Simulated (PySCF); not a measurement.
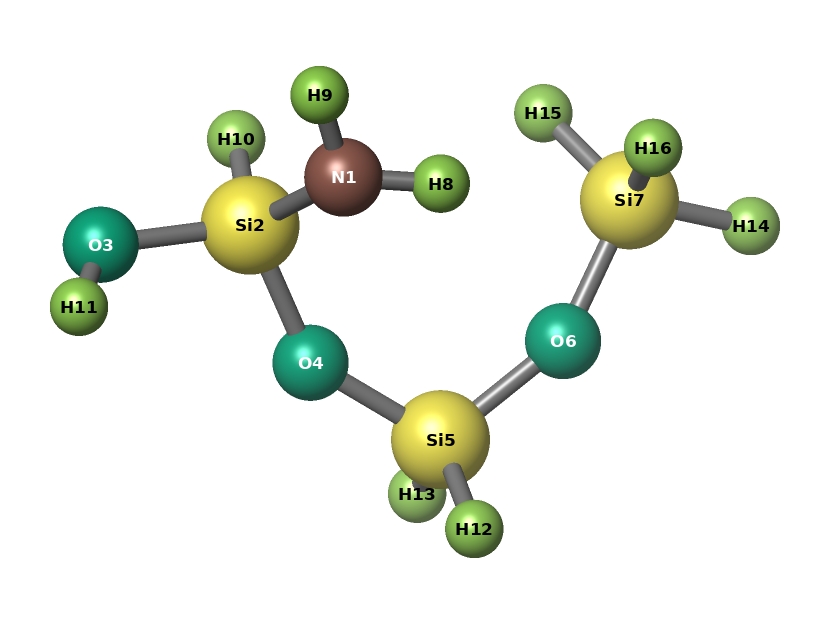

Computed geometry: GFN2-xTB optimisation. No frequency run is at hand to confirm it as a minimum. Electric field gradients from the ground-state density, PBE0/pcSseg-1 (PySCF 2.14.0), non-relativistic apart from any core potentials.

Give the largest field-gradient component, the quadrupole coupling constant and the asymmetry for 14N at N1 (Q = 20.44 mb), 17O at O3 (Q = −25.6 mb), 17O at O4 (Q = −25.6 mb), 17O at O6 (Q = −25.6 mb).

```
atom  V_zz (a.u.)  e²qQ/h (MHz)     η
  N1       −0.877         −4.21  0.39
  O3        1.507         −9.06  0.39
  O4        0.959         −5.77  0.40
  O6        1.062         −6.39  0.19
```

The geometry is semi-empirical. Around Si such bond lengths and angles can be off by a tenth of an ångström or more and by several degrees, and values that hang on the shape move with them.
